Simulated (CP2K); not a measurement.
**CH3In (SMILES C[In]) at 4 levels**

We compute a comparison of 4 runs (BLYP-D3(BJ)/DZVP-MOLOPT-SR-GTH, PBE/DZVP-MOLOPT-SR-GTH, PBE/TZV2P-MOLOPT-PBE-GTH, revPBE-D3(BJ)/TZV2P-MOLOPT-PBE-GTH) of CH3In. 

The calculation is run with CP2K 2026.2.

### Step 1. The structure to begin with

The species is CH3In (5 atoms), meant as a singlet with charge 0. As SMILES, `C[In]`. The shape is that of a PBE0-D4/def2-TZVP optimisation.

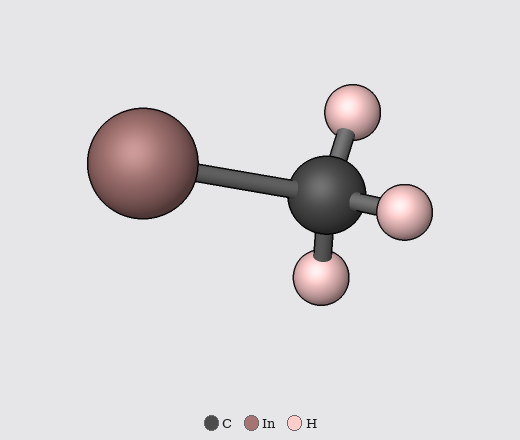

Viewed from a chosen angle; carbon dark grey, indium brown, hydrogen pink.

### Step 2. A single-point energy at BLYP-D3(BJ)/DZVP-MOLOPT-SR-GTH (core potential) (run 1)

run.inp reads:

```
&GLOBAL
 PROJECT_NAME run
 RUN_TYPE ENERGY
 PRINT_LEVEL MEDIUM
&END GLOBAL

&FORCE_EVAL
 METHOD QS
 &DFT
  BASIS_SET_FILE_NAME BASIS_MOLOPT
  POTENTIAL_FILE_NAME GTH_POTENTIALS
  &QS
   METHOD GPW
   EPS_DEFAULT 1.0E-10
  &END QS
  &MGRID
   CUTOFF 400
   REL_CUTOFF 50
   NGRIDS 4
  &END MGRID
  ! no periodic images
  &POISSON
   PERIODIC NONE
   POISSON_SOLVER WAVELET
  &END POISSON
  &SCF
   SCF_GUESS ATOMIC
   EPS_SCF 1.0E-06
   MAX_SCF 100
   ADDED_MOS 10
   &DIAGONALIZATION
    ALGORITHM STANDARD
   &END DIAGONALIZATION
   &MIXING
    METHOD PULAY_MIXING
    ALPHA 0.4
    NBUFFER 8
   &END MIXING
  &END SCF
  &XC
   &XC_FUNCTIONAL BLYP
   &END XC_FUNCTIONAL
   &VDW_POTENTIAL
    POTENTIAL_TYPE PAIR_POTENTIAL
    &PAIR_POTENTIAL
     TYPE DFTD3(BJ)
     PARAMETER_FILE_NAME dftd3.dat
     REFERENCE_FUNCTIONAL BLYP
     R_CUTOFF 15
    &END PAIR_POTENTIAL
   &END VDW_POTENTIAL
  &END XC
  ! extra output
  &PRINT
   &MOMENTS
    PERIODIC F
    REFERENCE COM
    MAX_MOMENT 1
   &END MOMENTS
   &MO ON
    ENERGIES T
    OCCUPATION_NUMBERS T
    NDIGITS 6
    &EACH
     QS_SCF 0
    &END EACH
    ADD_LAST NUMERIC
   &END MO
   &HIRSHFELD OFF
   &END HIRSHFELD
  &END PRINT
 &END DFT
 ! structure
 &SUBSYS
  &CELL
   ABC 12.7 12.7 12.7
   PERIODIC NONE
  &END CELL
  &COORD
   UNIT bohr
   C     -0.3453852     0.1382335    -0.1333769
   In     3.3500120    -1.3406851     1.2937254
   H     -1.8386279    -0.0773276     1.2852972
   H     -0.9497008    -0.8702756    -1.8382500
   H     -0.2162981     2.1500737    -0.6073769
  &END COORD
  &TOPOLOGY
   &CENTER_COORDINATES
   &END CENTER_COORDINATES
  &END TOPOLOGY
  &KIND C
   BASIS_SET DZVP-MOLOPT-SR-GTH-q4
   POTENTIAL GTH-BLYP-q4
  &END KIND
  &KIND In
   BASIS_SET DZVP-MOLOPT-SR-GTH-q13
   POTENTIAL GTH-BLYP-q13
  &END KIND
  &KIND H
   BASIS_SET DZVP-MOLOPT-SR-GTH-q1
   POTENTIAL GTH-BLYP-q1
  &END KIND
 &END SUBSYS
&END FORCE_EVAL
```

Command:

```console
$ OMP_NUM_THREADS=1 cp2k.psmp -i run.inp -o run.out
```

What it wrote:

```text
CP2K| version string:                                       CP2K version 2026.2
[...]
 GLOBAL| Method name                                                        CP2K
[...]
 GLOBAL| Run type                                                         ENERGY
[...]
 DFT| Spin restricted Kohn-Sham (RKS) calculation                            RKS
 DFT| Multiplicity                                                             1
[...]
 DFT| Charge                                                                   0
[...]
 FUNCTIONAL| BECKE88:
 FUNCTIONAL| LYP:
[...]
 QS| Method:                                                                 GPW
[...]
 QS| Density cutoff [a.u.]:                                                200.0
[...]
 QS| Relative density cutoff [a.u.]:                                        25.0
[...]
                             - Atoms:                                          5
[...]
                             - Spherical basis functions:                     53
[...]
 Number of electrons:                                                         20
[...]
     1 NoMix/Diag. 0.40E+00    3.1     0.81538047       -63.0267984764 -6.30E+01
[...]
    17 Pulay/Diag. 0.40E+00    2.9     0.00000041       -63.5279327639 -1.07E-07
  *** SCF run converged in    17 steps ***
[...]
  Overlap energy of the core charge distribution:               0.00000078065442
  Self energy of the core charge distribution:               -107.53339170752552
  Core Hamiltonian energy:                                     33.89189719343020
  Hartree energy:                                              20.25348764016146
  Exchange-correlation energy:                                -10.13344290970995
  Dispersion energy:                                           -0.00648376091143
  Total energy:                                               -63.52793276390083
[...]
                     Mulliken Population Analysis
 #  Atom  Element  Kind  Atomic population                           Net charge
       1     C        1          4.372351                             -0.372351
       2     In       2         12.761700                              0.238300
       3     H        3          0.955319                              0.044681
       4     H        3          0.955310                              0.044690
       5     H        3          0.955320                              0.044680
 # Total charge                             20.000000                  0.000000
[...]
  Dipole moment [Debye]
    X=  0.1794923E+00 Y= -0.7187093E-01 Z=  0.6923475E-01  Total=      0.2053689
 ENERGY| Total FORCE_EVAL ( QS ) energy [hartree]            -63.527932763900829
[...]
```

Wall time 51 s (1 thread of Arm Neoverse V2, shared host); peak memory 2.6 GiB.

### Step 3. A single-point energy at PBE/DZVP-MOLOPT-SR-GTH (core potential) (run 2)

qs.inp reads:

```
&FORCE_EVAL
    METHOD QUICKSTEP
    &DFT
        BASIS_SET_FILE_NAME BASIS_MOLOPT
        POTENTIAL_FILE_NAME GTH_POTENTIALS
        &QS
            METHOD GPW
            EPS_DEFAULT 1.0E-10
        &END QS
        &MGRID
            CUTOFF 400
            REL_CUTOFF 50
            NGRIDS 4
        &END MGRID
        &POISSON
            PERIODIC NONE
            POISSON_SOLVER WAVELET
        &END POISSON
        &SCF
            SCF_GUESS ATOMIC
            EPS_SCF 1.0E-06
            MAX_SCF 150
            ADDED_MOS 3
            &DIAGONALIZATION
                ALGORITHM STANDARD
            &END DIAGONALIZATION
            &MIXING
                METHOD BROYDEN_MIXING
                ALPHA 0.3
                NBUFFER 8
            &END MIXING
        &END SCF
        &XC
            &XC_FUNCTIONAL PBE
            &END XC_FUNCTIONAL
        &END XC
        &PRINT
            &MOMENTS
                PERIODIC F
                REFERENCE COM
                MAX_MOMENT 1
            &END MOMENTS
            &MO ON
                ENERGIES T
                OCCUPATION_NUMBERS T
                NDIGITS 6
                &EACH
                    QS_SCF 0
                &END EACH
                ADD_LAST NUMERIC
            &END MO
            &HIRSHFELD OFF
            &END HIRSHFELD
        &END PRINT
    &END DFT
    &SUBSYS
        &CELL
            ABC 12.7 12.7 12.7
            PERIODIC NONE
        &END CELL
        &COORD
            C     -0.182770     0.073150    -0.070580
            In     1.772750    -0.709460     0.684610
            H     -0.972960    -0.040920     0.680150
            H     -0.502560    -0.460530    -0.972760
            H     -0.114460     1.137770    -0.321410
        &END COORD
        &TOPOLOGY
            &CENTER_COORDINATES
            &END CENTER_COORDINATES
        &END TOPOLOGY
        &KIND C
            BASIS_SET DZVP-MOLOPT-SR-GTH-q4
            POTENTIAL GTH-PBE-q4
        &END KIND
        &KIND In
            BASIS_SET DZVP-MOLOPT-SR-GTH-q13
            POTENTIAL GTH-PBE-q13
        &END KIND
        &KIND H
            BASIS_SET DZVP-MOLOPT-SR-GTH-q1
            POTENTIAL GTH-PBE-q1
        &END KIND
    &END SUBSYS
&END FORCE_EVAL

&GLOBAL
    PROJECT_NAME qs
    RUN_TYPE ENERGY
    PRINT_LEVEL MEDIUM
&END GLOBAL
```

Command:

```console
$ OMP_NUM_THREADS=1 cp2k.psmp qs.inp > qs.out
```

What it wrote:

```text
CP2K| version string:                                       CP2K version 2026.2
[...]
 GLOBAL| Method name                                                        CP2K
[...]
 GLOBAL| Run type                                                         ENERGY
[...]
 DFT| Spin restricted Kohn-Sham (RKS) calculation                            RKS
 DFT| Multiplicity                                                             1
[...]
 DFT| Charge                                                                   0
[...]
 FUNCTIONAL| PBE:
 QS| Method:                                                                 GPW
[...]
 QS| Density cutoff [a.u.]:                                                200.0
[...]
 QS| Relative density cutoff [a.u.]:                                        25.0
[...]
                             - Atoms:                                          5
[...]
                             - Spherical basis functions:                     53
[...]
 Number of electrons:                                                         20
[...]
     1 NoMix/Diag. 0.30E+00    3.5     0.82901417       -63.2157126813 -6.32E+01
[...]
    19 Broy./Diag. 0.30E+00    3.5     0.00000088       -63.7189647425  3.71E-08
  *** SCF run converged in    19 steps ***
[...]
  Overlap energy of the core charge distribution:               0.00000080079959
  Self energy of the core charge distribution:               -107.51741057655340
  Core Hamiltonian energy:                                     33.76397976611967
  Hartree energy:                                              20.22865410895236
  Exchange-correlation energy:                                -10.19418884180360
  Total energy:                                               -63.71896474248538
[...]
                     Mulliken Population Analysis
 #  Atom  Element  Kind  Atomic population                           Net charge
       1     C        1          4.420119                             -0.420119
       2     In       2         12.759606                              0.240394
       3     H        3          0.940091                              0.059909
       4     H        3          0.940090                              0.059910
       5     H        3          0.940093                              0.059907
 # Total charge                             20.000000                  0.000000
[...]
  Dipole moment [Debye]
    X=  0.1102173E+00 Y= -0.4412161E-01 Z=  0.4256675E-01  Total=      0.1261210
 ENERGY| Total FORCE_EVAL ( QS ) energy [hartree]            -63.718964742485383
[...]
```

Run time: 66 s. Hardware: 1 thread of Arm Neoverse V2, shared host; peak memory 2.7 GiB.

Run 3 isn't shown in full; the table further down has it.

### Step 4. The energy at revPBE-D3(BJ)/TZV2P-MOLOPT-PBE-GTH (core potential) (run 4)

run.inp reads:

```
&GLOBAL
   PROJECT run
   RUN_TYPE ENERGY
   PRINT_LEVEL MEDIUM
&END GLOBAL

&FORCE_EVAL
   METHOD Quickstep
   &DFT
      BASIS_SET_FILE_NAME BASIS_MOLOPT_UZH
      POTENTIAL_FILE_NAME POTENTIAL_UZH
      &QS
         METHOD GPW
         EPS_DEFAULT 1.0E-10
      &END QS
      &MGRID
         CUTOFF 400
         REL_CUTOFF 50
         NGRIDS 4
      &END MGRID
      &POISSON
         PERIODIC NONE
         POISSON_SOLVER WAVELET
      &END POISSON
      &SCF
         SCF_GUESS ATOMIC
         EPS_SCF 1.0E-06
         MAX_SCF 40
         &OT
            MINIMIZER DIIS
            PRECONDITIONER FULL_SINGLE_INVERSE
         &END OT
         &OUTER_SCF
            EPS_SCF 1.0E-06
            MAX_SCF 10
         &END OUTER_SCF
      &END SCF
      &XC
         &XC_FUNCTIONAL
            &PBE
               PARAMETRIZATION REVPBE
            &END PBE
         &END XC_FUNCTIONAL
         &VDW_POTENTIAL
            POTENTIAL_TYPE PAIR_POTENTIAL
            &PAIR_POTENTIAL
               TYPE DFTD3(BJ)
               PARAMETER_FILE_NAME dftd3.dat
               REFERENCE_FUNCTIONAL revPBE
               R_CUTOFF 15
            &END PAIR_POTENTIAL
         &END VDW_POTENTIAL
      &END XC
      &PRINT
         &MOMENTS
            PERIODIC F
            REFERENCE COM
            MAX_MOMENT 1
         &END MOMENTS
         &MO_CUBES
            NLUMO 1
            NHOMO -1
            WRITE_CUBE F
         &END MO_CUBES
         &HIRSHFELD OFF
         &END HIRSHFELD
      &END PRINT
   &END DFT
   &SUBSYS
      &CELL
         ABC 12.7 12.7 12.7
         PERIODIC NONE
      &END CELL
      &COORD
         SCALED T
         C    0.45412087   0.48889724   0.50578701
         In   0.60809882   0.42727441   0.56525079
         H    0.39190118   0.47991535   0.56489961
         H    0.42894055   0.44687520   0.43474921
         H    0.45949961   0.57272559   0.48603661
      &END COORD
      &KIND C
         BASIS_SET TZV2P-MOLOPT-PBE-GTH-q4
         POTENTIAL GTH-PBE-q4
      &END KIND
      &KIND In
         BASIS_SET TZV2P-MOLOPT-PBE-GTH-q13
         POTENTIAL GTH-PBE-q13
      &END KIND
      &KIND H
         BASIS_SET TZV2P-MOLOPT-PBE-GTH-q1
         POTENTIAL GTH-PBE-q1
      &END KIND
   &END SUBSYS
&END FORCE_EVAL
```

Command:

```console
$ OMP_NUM_THREADS=1 cp2k.psmp run.inp > run.out
```

What it wrote:

```text
CP2K| version string:                                       CP2K version 2026.2
[...]
 GLOBAL| Method name                                                        CP2K
[...]
 GLOBAL| Run type                                                         ENERGY
[...]
 DFT| Spin restricted Kohn-Sham (RKS) calculation                            RKS
 DFT| Multiplicity                                                             1
[...]
 DFT| Charge                                                                   0
[...]
 FUNCTIONAL| PBE:
[...]
 QS| Method:                                                                 GPW
[...]
 QS| Density cutoff [a.u.]:                                                200.0
[...]
 QS| Relative density cutoff [a.u.]:                                        25.0
[...]
                             - Atoms:                                          5
[...]
                             - Spherical basis functions:                    112
[...]
 Number of electrons:                                                         20
[...]
     1 OT DIIS     0.80E-01    3.8     0.21144278       -60.9375988255 -6.09E+01
[...]
     4 OT DIIS     0.80E-01    2.9     0.00000057       -63.7795370540 -2.56E-10
  *** SCF run converged in     4 steps ***
[...]
  Overlap energy of the core charge distribution:               0.00000082291390
  Self energy of the core charge distribution:               -107.51288604872678
  Core Hamiltonian energy:                                     33.78069483937181
  Hartree energy:                                              20.19761396106663
  Exchange-correlation energy:                                -10.23797812204710
  Dispersion energy:                                           -0.00698250656521
  Total energy:                                               -63.77953705398673
[...]
                     Mulliken Population Analysis
 #  Atom  Element  Kind  Atomic population                           Net charge
       1     C        1          4.132790                             -0.132790
       2     In       2         12.785510                              0.214490
       3     H        3          1.027221                             -0.027221
       4     H        3          1.027290                             -0.027290
       5     H        3          1.027189                             -0.027189
 # Total charge                             20.000000                 -0.000000
[...]
  Dipole moment [Debye]
    X=  0.4691973E-01 Y= -0.1881638E-01 Z=  0.1812308E-01  Total=      0.0537025
[...]
 HOMO - LUMO gap [eV] :    2.353076
 ENERGY| Total FORCE_EVAL ( QS ) energy [hartree]            -63.779537053986729
[...]
```

It took 2.2 min on 1 thread of Arm Neoverse V2, shared host; peak memory 1.4 GiB.

### Step 5. Overview of the runs

```csv
run,level,core potential,iteration cap,energy (Eh),dipole moment (D),HOMO energy (eV),LUMO energy (eV),wall time
1,BLYP-D3(BJ)/DZVP-MOLOPT-SR-GTH (core potential),GTH-BLYP,100,-63.527933,0.21,-4.15,-1.96,51 s
2,PBE/DZVP-MOLOPT-SR-GTH (core potential),GTH-PBE,150,-63.718965,0.13,-4.29,-2.00,66 s
3,PBE/TZV2P-MOLOPT-PBE-GTH (core potential),GTH-PBE,30,-63.726832,0.05,-4.43,-2.11,2.6 min
4,revPBE-D3(BJ)/TZV2P-MOLOPT-PBE-GTH (core potential),GTH-PBE,40,-63.779537,0.05,-4.37,-2.02,2.2 min
```

### Step 6. Summary of results

| quantity | value |
| --- | --- |
| run 4: total energy | -63.77954 Eh |
| run 4: dipole moment | 0.05 D |
| run 4: HOMO energy | -4.37 eV |
| run 4: LUMO energy | -2.02 eV |
| run 4: HOMO–LUMO gap | 2.35 eV |
| run 4: dispersion energy | -18.33 kJ/mol |

**Reading.** The dipole moment (its size) runs from 0.05 D (revPBE-D3(BJ)/TZV2P-MOLOPT-PBE-GTH) to 0.21 D (BLYP-D3(BJ)/DZVP-MOLOPT-SR-GTH). The two ends differ in method and basis. The HOMO–LUMO gap runs from 2.19 eV (BLYP-D3(BJ)/DZVP-MOLOPT-SR-GTH) to 2.35 eV (revPBE-D3(BJ)/TZV2P-MOLOPT-PBE-GTH). Totals of different functionals can't be ranked against each other. All runs together took 6.7 min, the longest 2.6 min.
